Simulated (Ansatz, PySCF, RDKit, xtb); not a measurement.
# Solving SiNHClO, step by step, part 2 of 2

Given the formula SiNHClO (odd number of electrons) and nothing else, which arrangement of the atoms is the most stable in the gas at 298.15 K, and what are its properties?

xtb, Ansatz and PySCF; isolated molecules. The steps go on from the part before.

## 11. c086a at CCSD(T)/def2-SVP

The input, input.yaml:

```yaml
crystal:
  periodic: [false, false, false]
  atoms:
    - {symbol: Cl, position_ang: [1.280206, -1.058858, -1.376968]}
    - {symbol: "N", position_ang: [0.112425, -1.898299, 1.529888]}
    - {symbol: O, position_ang: [-0.292645, 0.780162, 0.444350]}
    - {symbol: Si, position_ang: [0.283421, -0.745451, 0.378079]}
    - {symbol: H, position_ang: [-0.132746, 1.377113, -0.294322]}
basis:
  gaussian:
    orbitals: def2-SVP
magnetization:
  spin_polarized: true
  initial_magnetization: 1
correlation:
  method: ccsd_t
  frozen_orbitals: {"N": 1, Cl: 5, O: 1, Si: 5, H: 0}
scf:
  omitted_lower_state_checks: [cluster_reference]
```

On the command line:

```
$ ansatz run input.yaml --threads 1 --pin off --max-ram 2610MiB --events-out events.jsonl --progress --plain --runs-dir runs
```

The log of the run, cut to the lines that bear on the results:

```text
Warning: RAYON_NUM_THREADS=1 ignored (pool sized by the plan → 1); use --threads N
Functional definition: HF
  name "HF"
[...]
646 factors; integrals over basis functions are off by at most 7.2e-4 eV
[...]
mean field -23891.04474021 eV, -877.9797002708 hartree, gradient 6.7e-6 eV, S^2 0.855872; 8 other end points of the search recorded, 0 dependent functions left out
12 core orbitals not correlated: weight in the atoms' cores, before any rotation towards them, 1.000 or more for the frozen orbitals, at most 0.000 for the correlated occupied ones
reference -23891.04474021 eV, -877.9797002708 hartree; 12, 11 occupied and 45, 46 virtual orbitals, 646 factors
second order -14.38116963 eV of doubles, -0.00000000 eV of singles
cycle   1  -14.76926454 eV  change   -3.9e-1 eV  update   1.0e-1
[...]
cycle  15  -15.31290278 eV  change    2.3e-5 eV  update   1.4e-5
perturbative correction -0.43972196 eV, -0.0161594838 hartree
Total energy: -23906.79736494 eV, -878.5585985524 hartree
Checks for a lower state left out: cluster_reference
```

Run time: 28 s. Hardware: 1 thread of AMD EPYC (Zen 3), shared host.

## 12. Free energies and the winner

Energies in kcal/mol from c472a; G adds the thermal terms to the CCSD(T)/def2-SVP + MP2/def2-TZVPP - MP2/def2-SVP energy. The columns left of the relaxed level are at the tight-binding geometries.

| label | SMILES | spin | GFN2-xTB | HF/STO-3G | r2SCAN-D4/def2-SVP | PBE0-D3(BJ)/def2-SVP | HF/def2-SVP | MP2/def2-SVP | CCSD(T)/def2-SVP + MP2/def2-TZVPP - MP2/def2-SVP | G | share at equilibrium | T1 |
| --- | --- | --- | --- | --- | --- | --- | --- | --- | --- | --- | --- | --- |
| c472a | [NH][Si](=O)Cl | doublet | 0.0 | 0.0 | 0.0 | 0.0 | 0.0 | 0.0 | 0.0 | 0.0 | 100.0 % | 0.022 |
| c086a | [N]=[Si](O)Cl | doublet | 14.9 | 2.1 | 4.7 | 11.7 | 10.4 | 16.0 | 10.4 | 11.4 | < 0.1 % | 0.025 |
| c126a | Cl[Si@@H]1[N]O1 | doublet | 44.3 | -9.0 | 25.2 | 29.6 | 40.9 | 36.7 | 34.7 | 34.6 | < 0.1 % | 0.024 |

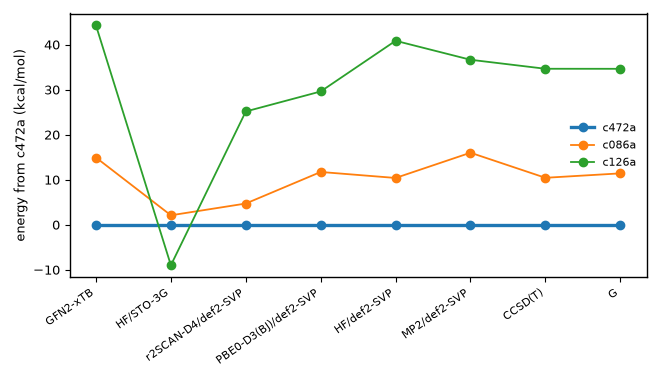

The finalists at each level, measured from c472a.

Lowest found: c472a, `[NH][Si](=O)Cl`, a doublet of point group C1. Bond lengths: Cl1–Si4 2.030 Å, N2–Si4 1.709 Å, O3–Si4 1.526 Å, N2–H5 1.025 Å. Angles: Cl1–Si4–N2 106.6°, Cl1–Si4–O3 126.0°, N2–Si4–O3 127.0°, Si4–N2–H5 120.6°.

```xyz
5

Cl    2.2018    0.4937   -0.2274
N    -0.7380   -0.0445   -0.5351
O     0.6405   -1.8179    1.2931
Si    0.6040   -0.6138    0.3565
H    -1.4640    0.5200   -0.0826
```

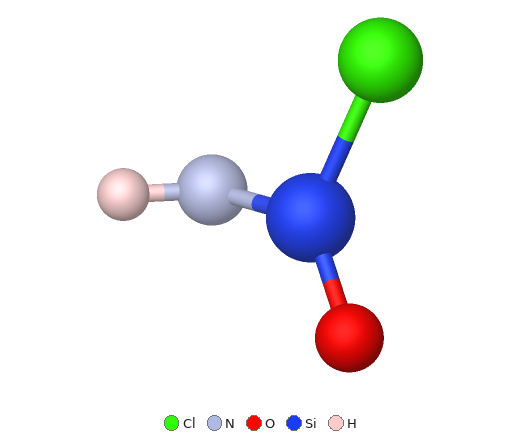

The lowest structure found, seen from a chosen angle (chlorine green, nitrogen light blue, oxygen red, silicon blue, hydrogen pink).

## 13. Density, orbitals and dipole (PBE0/def2-TZVPD)

The input, input.yaml:

```yaml
crystal:
  periodic: [false, false, false]
  atoms:
    - {symbol: Cl, position_ang: [2.201760, 0.493654, -0.227358]}
    - {symbol: N, position_ang: [-0.738049, -0.044531, -0.535061]}
    - {symbol: O, position_ang: [0.640531, -1.817863, 1.293101]}
    - {symbol: Si, position_ang: [0.603991, -0.613791, 0.356536]}
    - {symbol: H, position_ang: [-1.463992, 0.520028, -0.082645]}
basis:
  gaussian:
    orbitals: def2-TZVPD
magnetization:
  spin_polarized: true
  initial_magnetization: 1
hamiltonian:
  xc: {name: PBE0}
output:
  forces: true
  orbitals: {seedname: orbitals}
```

On the command line:

```
$ ansatz run input.yaml --threads 1 --pin off --max-ram 2610MiB --events-out events.jsonl --progress --plain --runs-dir runs
```

The log of the run, cut to the lines that bear on the results:

```text
Warning: RAYON_NUM_THREADS=1 ignored (pool sized by the plan → 1); use --threads N
[... 2 set-up lines as earlier in the session ...]
[...]
1018 factors; their error is unknown
[...]
mean field -23944.62509458 eV, -879.9487419761 hartree, gradient 4.5e-5 eV, S^2 0.755738; 2 other end points of the search recorded, 0 dependent functions left out
[...]
reference -23944.62513767 eV, -879.9487435595 hartree; 24, 23 occupied and 151, 152 virtual orbitals, 1018 factors
Total energy: -23944.62513767 eV, -879.9487435595 hartree
Atom 0 at     2.201760     0.493654    -0.227358 Å, force    -0.276870    -0.203266     0.106218 eV/Å
Atom 1 at    -0.738049    -0.044531    -0.535061 Å, force    -0.016656     0.008269     0.214230 eV/Å
Atom 2 at     0.640531    -1.817863     1.293101 Å, force    -0.039113     0.637490    -0.523051 eV/Å
Atom 3 at     0.603991    -0.613791     0.356536 Å, force     0.137739    -0.314564     0.295056 eV/Å
Atom 4 at    -1.463992     0.520028    -0.082645 Å, force     0.194900    -0.127929    -0.092452 eV/Å
Dipole moment:    -0.211917     0.673581    -0.231874 e Å
```

It took 36 s on 1 thread of AMD EPYC (Zen 3), shared host.

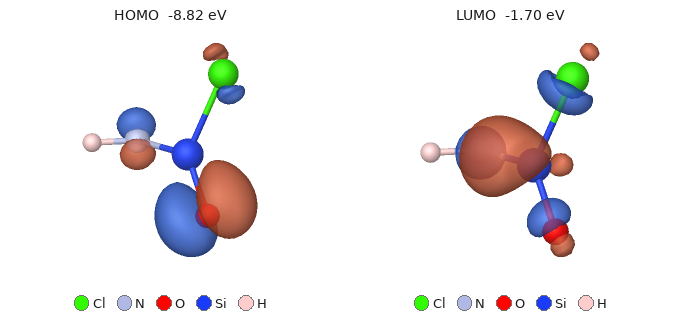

Frontier orbitals of this run (spin up), surfaces at ±0.2 Å^-3/2.

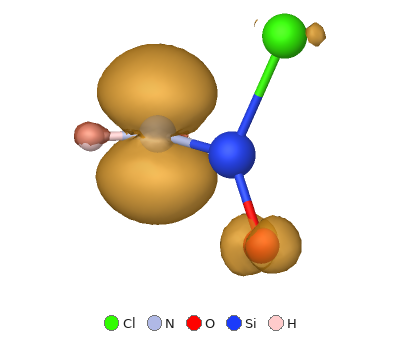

Spin density, surfaces at ±0.03 e/Å³.

## 14. Frequencies after a tight-binding relaxation (GFN2-xTB)

The input, start.xyz:

```xyz
5
c472a
Cl     2.201760     0.493654    -0.227358
N     -0.738049    -0.044531    -0.535061
O      0.640531    -1.817863     1.293101
Si     0.603991    -0.613791     0.356536
H     -1.463992     0.520028    -0.082645
```

On the command line:

```
$ xtb start.xyz --gfn 2 --ohess tight --uhf 1
```

The log of the run, cut to the lines that bear on the results:

```text
* xtb version 6.7.1
[...]
          :  # basis functions                  29          :
[...]
          :  # electrons                        23          :
[...]
          :  Hamiltonian                  GFN2-xTB          :
[...]
          :  net charge                          0          :
          :  unpaired electrons                  1          :
[...]
   *** convergence criteria satisfied after 22 iterations ***
[...]
   *** GEOMETRY OPTIMIZATION CONVERGED AFTER 28 ITERATIONS ***
[...]
   *** convergence criteria satisfied after 3 iterations ***
[...]
         ::                     SUMMARY                     ::
         :::::::::::::::::::::::::::::::::::::::::::::::::::::
         :: total energy             -13.789368165839 Eh    ::
         :: gradient norm              0.000150324894 Eh/a0 ::
         :: HOMO-LUMO gap              5.953588129012 eV    ::
         ::.................................................::
         :: SCC energy               -13.875446360931 Eh    ::
         :: -> isotropic ES            0.037797987441 Eh    ::
         :: -> anisotropic ES          0.006580810231 Eh    ::
         :: -> anisotropic XC         -0.009795677224 Eh    ::
         :: -> dispersion             -0.003206269857 Eh    ::
         :: repulsion energy           0.086078195092 Eh    ::
         :: add. restraining           0.000000000000 Eh    ::
         :: total charge               0.000000000000 e     ::
         :::::::::::::::::::::::::::::::::::::::::::::::::::::
[...]
        12        1.4295           -0.4390864             -11.9481 (HOMO)
        13                         -0.2202959              -5.9946 (LUMO)
[...]
     #   Z          covCN         q      C6AA      α(0)
     1  17 Cl       0.806    -0.132   103.178    15.539
     2   7 N        1.683    -0.265    27.570     7.757
     3   8 O        0.771    -0.317    20.130     6.013
     4  14 Si       2.398     0.525   175.241    28.833
     5   1 H        0.861     0.190     1.157     1.685
[...]
          | TOTAL ENERGY              -13.789368165837 Eh   |
          | TOTAL ENTHALPY            -13.765332214296 Eh   |
          | TOTAL FREE ENERGY         -13.800833798821 Eh   |
          | GRADIENT NORM               0.000150339739 Eh/α |
[...]
```

Wall time 0.7 s (1 thread of AMD EPYC (Zen 3), shared host).

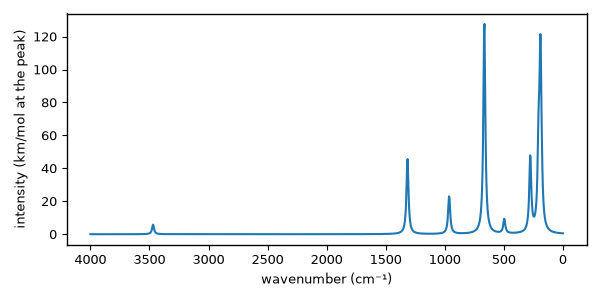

Harmonic infrared spectrum, unscaled, lines broadened by 10 cm⁻¹.

## 15. Electronic excitations (TD-PBE0/def2-SVPD)

The input, input.py:

```python
from pyscf import gto, dft, tdscf

system = gto.M(
    atom='''
Cl       2.201760       0.493654      -0.227358
N       -0.738049      -0.044531      -0.535061
O        0.640531      -1.817863       1.293101
Si       0.603991      -0.613791       0.356536
H       -1.463992       0.520028      -0.082645
''',
    verbose=3,
    basis='def2-svpd',
    max_memory=1860,
    spin=1,
)

mf = dft.UKS(system, xc='pbe0')
mf = mf.density_fit(auxbasis='def2-universal-jkfit')
mf.grids.level = 2
mf.max_cycle = 100
mf.kernel()
if not mf.converged:
    mf = mf.newton().run(mf.mo_coeff, mf.mo_occ)

etot = mf.e_tot
print('Final energy', etot)

td = mf.TDA()
td.nstates = 5
td.kernel()
td.analyze()
roots = td.e * 27.211386
osc = td.oscillator_strength()
print('state   eV      nm      f')
for i, (w, f) in enumerate(zip(roots, osc), 1):
    print('%3d %9.4f %8.1f %9.5f' % (i, w, 1239.842 / w, f))
```

On the command line:

```
$ OMP_NUM_THREADS=1 python input.py
```

The log of the run:

```text
WARN: HOMO -0.294574303123962 >= LUMO -0.294574303123962

converged SCF energy = -879.537342734055  <S^2> = 0.75567359  2S+1 = 2.0056656
Final energy -879.5373427340548
Excitation energies (eV)
[1.42167146 2.76929197 3.09185405 4.09637587 4.88322562]

** Excitation energies and oscillator strengths **
state   eV      nm      f
  1    1.4217    872.1   0.00017
  2    2.7693    447.7   0.01964
  3    3.0919    401.0   0.00087
  4    4.0964    302.7   0.00719
  5    4.8832    253.9   0.01447
```

Wall time 3.2 min (1 thread of AMD EPYC (Zen 3), shared host); peak memory 0.46 GiB.

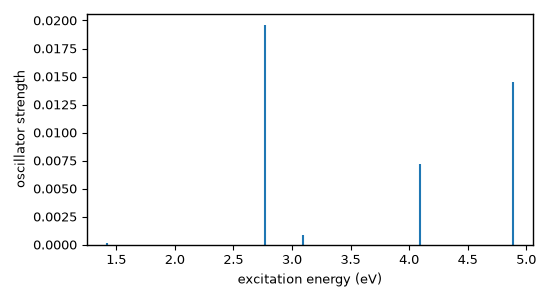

Vertical excitations as sticks.

The roots found:

| excited state | energy (eV) | strength |
| --- | --- | --- |
| 1 | 1.422 | 0.0002 |
| 2 | 2.769 | 0.0196 |
| 3 | 3.092 | 0.0009 |
| 4 | 4.096 | 0.0072 |
| 5 | 4.883 | 0.0145 |

## 16. The cation at the same geometry (PBE0/def2-TZVPD)

The input, input.yaml:

```yaml
crystal:
  periodic: [false, false, false]
  atoms:
    - symbol: Cl
      position_ang: [2.201760, 0.493654, -0.227358]
    - symbol: "N"
      position_ang: [-0.738049, -0.044531, -0.535061]
    - symbol: O
      position_ang: [0.640531, -1.817863, 1.293101]
    - symbol: Si
      position_ang: [0.603991, -0.613791, 0.356536]
    - symbol: H
      position_ang: [-1.463992, 0.520028, -0.082645]
basis:
  gaussian:
    orbitals: def2-TZVPD
hamiltonian:
  xc: pbe0
total_charge: 1
```

On the command line:

```
$ ansatz run input.yaml --threads 1 --pin off --max-ram 2610MiB --events-out events.jsonl --progress --plain --runs-dir runs
```

The log of the run:

```text
Warning: RAYON_NUM_THREADS=1 ignored (pool sized by the plan → 1); use --threads N
[... 2 set-up lines as earlier in the session ...]
  parameter a = 0.25
  parameter kappa = 0.804
  parameter beta = 0.06672455060314922
  exchange = (1 - a)*pbe_x(kappa = kappa, mu = beta*pi^2/3) + a*exact_x
  correlation = pbe_c(beta = beta)
1018 factors; their error is unknown
mean field evaluation 1: about -23895.1141 eV, gradient 1.2e2 eV
mean field evaluation 2: about -23363.9641 eV, gradient 3.8e2 eV
mean field evaluation 4: about -23879.8459 eV, gradient 1.4e2 eV
mean field evaluation 8: about -23932.7047 eV, gradient 2.2e0 eV
mean field evaluation 16: about -23932.7619 eV, gradient 1.8e-2 eV
mean field -23932.76191350 eV, -879.5127781125 hartree, gradient 4.3e-5 eV, S^2 0.000000; 0 other end points of the search recorded, 0 dependent functions left out
reference -23932.76194966 eV, -879.5127794413 hartree; 23, 23 occupied and 152, 152 virtual orbitals, 1018 factors
Total energy: -23932.76194966 eV, -879.5127794413 hartree
```

Wall time 15 s (1 thread of AMD EPYC (Zen 3), shared host).

Difference from the parent: 11.86 eV. Only this spin of the product was run; a higher spin can lie lower.

## 17. The anion at the same geometry (PBE0/def2-TZVPD)

The input, input.yaml:

```yaml
crystal:
  periodic: [false, false, false]
  atoms:
    - {symbol: Cl, position_ang: [2.201760, 0.493654, -0.227358]}
    - {symbol: "N", position_ang: [-0.738049, -0.044531, -0.535061]}
    - {symbol: O, position_ang: [0.640531, -1.817863, 1.293101]}
    - {symbol: Si, position_ang: [0.603991, -0.613791, 0.356536]}
    - {symbol: H, position_ang: [-1.463992, 0.520028, -0.082645]}
basis:
  gaussian:
    orbitals: def2-TZVPD
total_charge: -1
hamiltonian:
  xc: {name: PBE0}
scf:
  lower_state_search: "off"
```

On the command line:

```
$ ansatz run input.yaml --threads 1 --pin off --max-ram 2610MiB --events-out events.jsonl --progress --plain --runs-dir runs
```

The log of the run, cut to the lines that bear on the results:

```text
Warning: RAYON_NUM_THREADS=1 ignored (pool sized by the plan → 1); use --threads N
[... 2 set-up lines as earlier in the session ...]
[...]
1018 factors; their error is unknown
[...]
mean field -23947.39762297 eV, -880.0506305149 hartree, gradient 4.9e-6 eV, S^2 0.000000; 0 other end points of the search recorded, 0 dependent functions left out
reference -23947.39766195 eV, -880.0506319476 hartree; 24, 24 occupied and 151, 151 virtual orbitals, 1018 factors
Total energy: -23947.39766195 eV, -880.0506319476 hartree
Checks for a lower state left out: stability, starts, cluster_reference, orbital_swaps, neighbouring_geometries, increment
```

It took 8.7 s on 1 thread of AMD EPYC (Zen 3), shared host.

Parent less the species with the added electron: 2.77 eV.

## 18. The quartet at the same geometry (PBE0/def2-TZVPD)

The input, input.yaml:

```yaml
crystal:
  periodic: [false, false, false]
  atoms:
    - symbol: Cl
      position_ang: [2.201760, 0.493654, -0.227358]
    - symbol: N
      position_ang: [-0.738049, -0.044531, -0.535061]
    - symbol: O
      position_ang: [0.640531, -1.817863, 1.293101]
    - symbol: Si
      position_ang: [0.603991, -0.613791, 0.356536]
    - symbol: H
      position_ang: [-1.463992, 0.520028, -0.082645]
basis:
  gaussian:
    orbitals: def2-TZVPD
hamiltonian:
  xc: pbe0
magnetization:
  spin_polarized: true
  initial_magnetization: 3
```

On the command line:

```
$ ansatz run input.yaml --threads 1 --pin off --max-ram 2610MiB --events-out events.jsonl --progress --plain --runs-dir runs
```

The log of the run, cut to the lines that bear on the results:

```text
Warning: RAYON_NUM_THREADS=1 ignored (pool sized by the plan → 1); use --threads N
[... 7 set-up lines as earlier in the session ...]
1018 factors; their error is unknown
mean field evaluation 1: about -23910.1844 eV, gradient 7.3e1 eV
mean field evaluation 2: about -23384.8633 eV, gradient 2.7e2 eV
mean field evaluation 4: about -23896.3721 eV, gradient 8.6e1 eV
mean field evaluation 8: about -23939.6593 eV, gradient 2.1e0 eV
mean field evaluation 16: about -23939.7266 eV, gradient 1.2e-1 eV
mean field evaluation 32: about -23939.7736 eV, gradient 1.5e-3 eV
mean field evaluation 64: about -23939.0654 eV, gradient 6.8e0 eV
mean field -23939.77357055 eV, -879.7704517565 hartree, gradient 1.0e-5 eV, S^2 3.765297; 6 other end points of the search recorded, 0 dependent functions left out
reference -23939.77361684 eV, -879.7704534576 hartree; 25, 22 occupied and 150, 153 virtual orbitals, 1018 factors
Total energy: -23939.77361684 eV, -879.7704534576 hartree
```

It took 100 s on 1 thread of AMD EPYC (Zen 3), shared host; peak memory 0.64 GiB.

It lies 4.85 eV above the doublet.

## 19. Stability of the SCF solution (PBE0/def2-SVP)

The input, input.py:

```python
from pyscf import gto, dft

mol = gto.M(
    atom=[
    ('Cl', (2.201760, 0.493654, -0.227358)),
    ('N', (-0.738049, -0.044531, -0.535061)),
    ('O', (0.640531, -1.817863, 1.293101)),
    ('Si', (0.603991, -0.613791, 0.356536)),
    ('H', (-1.463992, 0.520028, -0.082645)),
],
    max_memory=1860,
    charge=0,
    verbose=3,
    spin=1,
    basis='def2-svp',
)

mf = dft.UKS(mol, xc='pbe0')
mf = mf.density_fit(auxbasis='def2-universal-jkfit')
mf.grids.level = 3
mf.max_cycle = 100
mf.kernel()
if not mf.converged:
    mf = mf.newton().run(mf.mo_coeff, mf.mo_occ)

energy = mf.e_tot
print('E(%s) = %.9f' % ('PBE0', energy))
mo_i, mo_e, stable_i, stable_e = mf.stability(internal=True, external=True, return_status=True)
print('stable: internal', stable_i, 'external', stable_e)
```

On the command line:

```
$ OMP_NUM_THREADS=1 python input.py
```

The log of the run:

```text
WARN: HOMO -0.294426214482487 >= LUMO -0.294426214482487

converged SCF energy = -879.511299447858  <S^2> = 0.75520484  2S+1 = 2.0051981
E(PBE0) = -879.511299448
<class 'pyscf.df.df_jk.DFUKS'> wavefunction is stable in the internal stability analysis
<class 'pyscf.df.df_jk.DFUKS'> wavefunction is stable in the real -> complex stability analysis
<class 'pyscf.df.df_jk.DFUKS'> wavefunction has an UHF/UKS -> GHF/GKS instability
stable: internal True external False
```

Wall time 92 s (1 thread of AMD EPYC (Zen 3), shared host).

The stability test raises a flag; for an open shell a flag towards a general spinor solution can be the free rotation of the spin.

## 20. Results

What follows sums up all 2 parts.

| quantity | value |
| --- | --- |
| lowest structure found | [NH][Si](=O)Cl, doublet, C1 |
| next finalist | [N]=[Si](O)Cl, doublet, 11.4 kcal/mol higher in G |
| share at equilibrium, among the finalists | 100.0 % |
| funnel | 17 starts, 15 minima at GFN2-xTB, 5 screening runs, 3 relaxed, 3 ranked |
| CPU time of all runs | 44 min |
| harmonic wavenumbers, lowest and highest (PBE0-D3(BJ)/def2-SVP) | 176 and 3558 cm⁻¹ |
| rotational constants, same geometry | 0.2534, 0.1226, 0.08315 cm⁻¹ |
| dipole moment (PBE0/def2-TZVPD) | 3.57 D |
| HOMO energy (highest over α and β) (PBE0/def2-TZVPD) | -8.68 eV |
| LUMO energy (lowest over α and β) (PBE0/def2-TZVPD) | -4.73 eV |
| lowest excitation (TD-PBE0/def2-SVPD) | 1.42 eV (f = 0.000) |
| strongest of the states computed, same level | 2.77 eV (f = 0.020) |
| vertical ionisation energy (to the singlet cation) | 11.86 eV |
| vertical electron affinity | 2.77 eV |
| vertical quartet less doublet | +4.85 eV |

**Reading.** `[NH][Si](=O)Cl` comes out lowest. The margin of 11.4 kcal/mol over the next finalist is beyond the usual error of the last level; it says nothing of structures that weren't ranked. GFN2-xTB, r2SCAN-D4/def2-SVP, PBE0-D3(BJ)/def2-SVP, HF/def2-SVP and MP2/def2-SVP already put its bonding pattern lowest among the structures in one piece; HF/STO-3G favours the doublet Cl[Si@@H]1[N]O1. The largest share of the time went into recheck (41 %). The stability test raises a flag; for an open shell a flag towards a general spinor solution can be the free rotation of the spin. The search is not exhaustive (a finite list of starts, one conformer a finalist), so a lower isomer can't be ruled out.
